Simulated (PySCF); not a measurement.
Sn(H)2(Me)(NH2), SMILES [CH3][SnH2][NH2] at its B3LYP/def2-SVP optimised geometry (Å):

```
10

Sn    -0.9819    -0.2925     0.0000
C      1.1974    -0.2925     0.0000
N     -1.8534    -1.1868    -1.6484
H     -1.5772    -1.1740     1.3559
H     -1.5773     1.3246     0.0000
H      1.5772    -1.3246    -0.0242
H      1.5668     0.2015     0.9115
H      1.5773     0.2505    -0.8780
H     -1.5999    -0.7295    -2.5255
H     -1.5973    -2.1706    -1.7453
```

Calculation: B3LYP/def2-TZVP, def2 effective core potentials past Kr in PySCF. The core electrons that the potentials of Sn replace are not part of the density.

Map of the HOMO−1 amplitude (bohr^(-3/2)) on the plane z = 1.5 Å; orbital energy -8.33 eV, overall sign arbitrary:

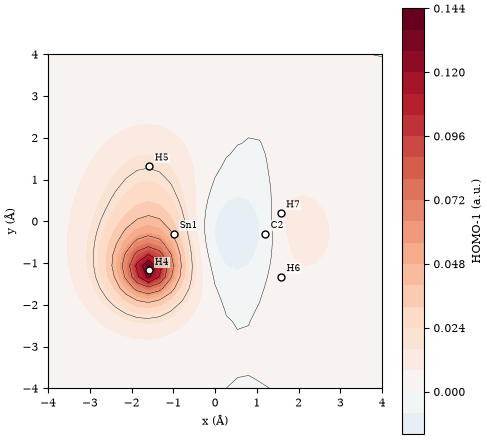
*HOMO−1 amplitude (bohr^(-3/2)) on the plane z = 1.5 Å.*
